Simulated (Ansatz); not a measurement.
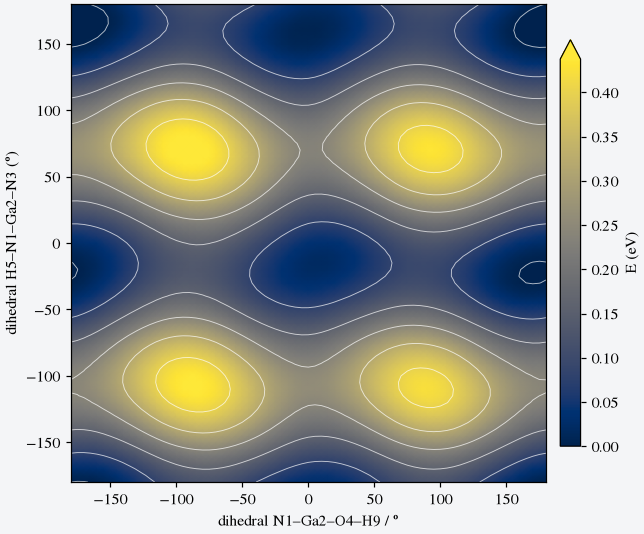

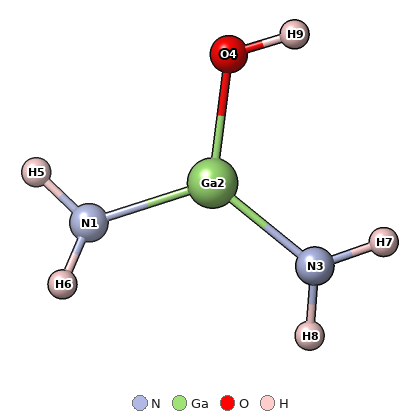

Energy landscape of GaH5N2O, SMILES [NH2][Ga]([NH2])[OH]. The first coordinate is: dihedral N1–Ga2–O4–H9; the second: dihedral H5–N1–Ga2–N3. Nothing is relaxed (all other coordinates rigid). The grid has 10 × 10 points. Points are written as (first, second). Energies are in eV, from the lowest grid point. Computed with Ansatz, RKS PBE0-D4/def2-TZVP.

Drawn: a smooth colour map with a few white contour lines, one colour for all values above the top of the scale. Between grid points the surface is interpolated. The second picture is the structure at the lowest point.

What does the map say about the system?

Answer. The lowest grid point is at (−180°, −180°). The bottom of the well lies between grid points, at about (−180°, 165°), about 0.02 eV lower on the interpolated surface. Higher local minima lie near (−180°, −36°) (0.012 eV above the lowest at that grid point); (0°, 144°) (0.019 eV above the lowest at that grid point); (0°, 0°) (0.039 eV above the lowest at that grid point). The highest grid point, (−108°, 72°), lies 0.438 eV above the lowest. On the interpolated surface the easiest way out of the lowest well to the well at about (0°, 160°) passes a barrier of about 0.11 eV, counted from the interpolated bottom of the well. Round the minimum the valley is somewhat tilted: raising dihedral N1–Ga2–O4–H9 shifts the best value of dihedral H5–N1–Ga2–N3 upwards (coupling k₁₂/√(k₁₁k₂₂) about −0.2).

The values on the grid:

| dihedral H5–N1–Ga2–N3 ↓, dihedral N1–Ga2–O4–H9 → | −180 | −144 | −108 | −72 | −36 | 0 | 36 | 72 | 108 | 144 |
| --- | --- | --- | --- | --- | --- | --- | --- | --- | --- | --- |
| 144 | 0.008 | 0.053 | 0.115 | 0.109 | 0.045 | 0.019 | 0.064 | 0.119 | 0.104 | 0.036 |
| 108 | 0.165 | 0.234 | 0.314 | 0.292 | 0.189 | 0.144 | 0.213 | 0.298 | 0.283 | 0.196 |
| 72 | 0.271 | 0.336 | 0.438 | 0.432 | 0.313 | 0.235 | 0.298 | 0.410 | 0.419 | 0.325 |
| 36 | 0.180 | 0.223 | 0.318 | 0.336 | 0.244 | 0.160 | 0.191 | 0.289 | 0.313 | 0.239 |
| 0 | 0.027 | 0.066 | 0.142 | 0.159 | 0.097 | 0.039 | 0.053 | 0.113 | 0.120 | 0.062 |
| −36 | 0.012 | 0.074 | 0.146 | 0.142 | 0.077 | 0.043 | 0.074 | 0.117 | 0.095 | 0.028 |
| −72 | 0.149 | 0.228 | 0.321 | 0.309 | 0.215 | 0.172 | 0.229 | 0.296 | 0.267 | 0.175 |
| −108 | 0.243 | 0.308 | 0.418 | 0.430 | 0.328 | 0.257 | 0.311 | 0.408 | 0.403 | 0.300 |
| −144 | 0.146 | 0.180 | 0.278 | 0.312 | 0.242 | 0.169 | 0.196 | 0.284 | 0.301 | 0.216 |
| −180 | 0.000 | 0.025 | 0.096 | 0.120 | 0.074 | 0.031 | 0.050 | 0.109 | 0.115 | 0.051 |

The whole map (100 points run) took 7 min on 1 thread of Intel(R) Xeon(R) 6975P-C (Granite Rapids), with other jobs on the host.
